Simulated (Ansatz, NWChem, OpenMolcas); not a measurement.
## How methods differ on CBr2F2 (SMILES FC(F)(Br)Br)

CBr2F2: 5 atoms, total charge 0, spin state singlet. SMILES: `FC(F)(Br)Br`. The coordinates come from a PBE0-D4/def2-TZVP relaxation.

```xyz
5

F    -0.9704   -0.1134    0.9863
C     0.0048   -0.0876    0.0909
F     0.9148   -0.9814    0.4466
Br   -0.7093   -0.5612   -1.6421
Br    0.8100    1.6699    0.0770
```

Quantity: the energy change with the C2–Br5 bond stretched from 1.933 to 2.513 Å, in eV. The values are calculated.

| level | kind | program | value (eV) | CPU time (all runs) |
| --- | --- | --- | --- | --- |
| HF/cc-pVDZ (restricted) | Hartree–Fock | NWChem | 1.60 | 6.5 min |
| SVWN5/cc-pVDZ (restricted) | LDA | Ansatz | 1.20 | 8.6 s |
| BLYP/cc-pVDZ (restricted) | GGA | Ansatz | 0.71 | 12 s |
| M06-L/cc-pVDZ (restricted) | meta-GGA | OpenMolcas | 1.01 | 53 s |
| M06-2X/cc-pVDZ (restricted) | hybrid meta-GGA | OpenMolcas | 1.34 | 52 s |
| wB97X/cc-pVDZ (restricted) | range-separated hybrid | Ansatz | 1.40 | 50 s |
| PBE-QIDH/cc-pVDZ (restricted) | double hybrid | Ansatz | 1.43 | 23 s |
| RPA@PBE/cc-pVDZ (restricted) | RPA | Ansatz | 0.97 | 20 s |
| BCCD(T)/cc-pVDZ (restricted) | coupled cluster or CI | Ansatz | 1.10 | 82 s |

All-electron rows without a relativistic Hamiltonian named are non-relativistic. The first shape isn't each level's own minimum. The values span 0.71 to 1.60 eV. In the correlated wave-function rows the outer d shell of Br is correlated, in sets not made for it. CPU times are rough (shared hosts, several kinds of processor): they show what a rung costs within a factor of a few.

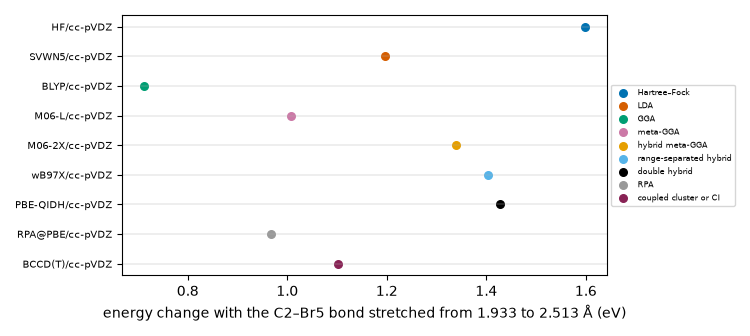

The values of the table, level by level.
